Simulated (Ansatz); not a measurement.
In doubt: masses and optical values from hybrid runs of this build are listed as unsure (in some of the runs), which bears on the screening that GW takes from such a start.

PtSe2 (1T monolayer), computed twice by G0W0.

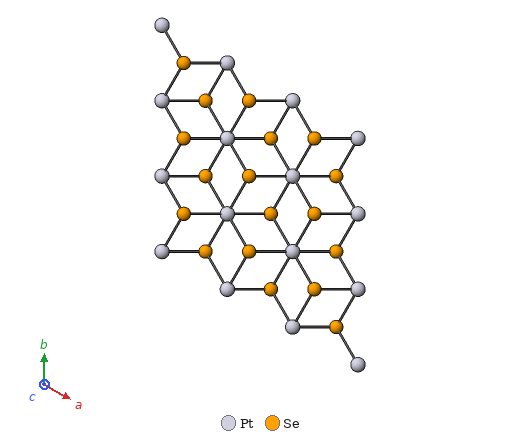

The structure (platinum light grey, selenium orange). 3×3×1 cells are drawn. Some periodic images of atoms are drawn too.

The cell holds 3 atoms: 1 Pt and 2 Se. Its edges and angles: a = 3.703 Å, b = 3.703 Å, c = 28.400 Å, α = 90.0°, β = 90.0°, γ = 120.0°. Vacuum lies along c.

```xyz
3
Lattice="3.7032 0.0000 0.0000 -1.8516 3.2070 0.0000 0.0000 0.0000 28.4000" Properties=species:S:1:pos:R:3
Pt    0.0000    0.0000   14.2000
Se    0.0000    2.1380   15.4920
Se    1.8516    1.0690   12.9080
```

The structure was relaxed with PBEsol. The runs that relaxed it are not among those shown. Spin-orbit coupling is left out unless a run names it.

The first (Ansatz 0.2.0; start PBEsol, 6×6×1 mesh, 410 empty bands, screening to 66 eV, PAW set soft_1 files; 1 × NVIDIA H100 80GB HBM3 (shared by 6 runs) with 3 threads of AMD EPYC 7R13 (Zen 3), shared host) gave, on its mesh: starting gap 1.69 eV, G0W0 gap 2.52 eV, mean of 1 + 4πα/V (set by the cell height) 3.26, 42 s.

The second changes start from PBEsol to HSE06. What does it give?

It gave: starting gap 2.29 eV, G0W0 gap 2.95 eV, mean of 1 + 4πα/V (set by the cell height) 2.56, 49 s. The G0W0 gap moves by +0.43 eV, +0.60 eV from the start and −0.17 eV from the correction. Σc changes by −0.10 eV at the valence top and −0.004 eV at the conduction bottom, and Σx − Vxc between them by −0.26 eV.

Limits: not at the basis limit; coarse mesh for a sheet; no spin polarisation; d states lean on the start; no spin-orbit coupling.

[Paths, hosts, dates, memory and timing lines, banners, echoed tables and standing remarks are left out of the program output.]

[Logs are printed without paths, hosts, clocks, repeated set-up lines and the standing remarks that a program may print on its own settings, such as how far it seeks lower states.]

[Runs of the session that timed out or met a known fault of the program may be left out.]

[Cells called generated may have been cut or substituted from an entry of the Crystallography Open Database or the Materials Project.]

[Hosts, paths, dates, database ids (printed as entryN), source tags and the programs' standing remarks are cut or masked in the printed files.]
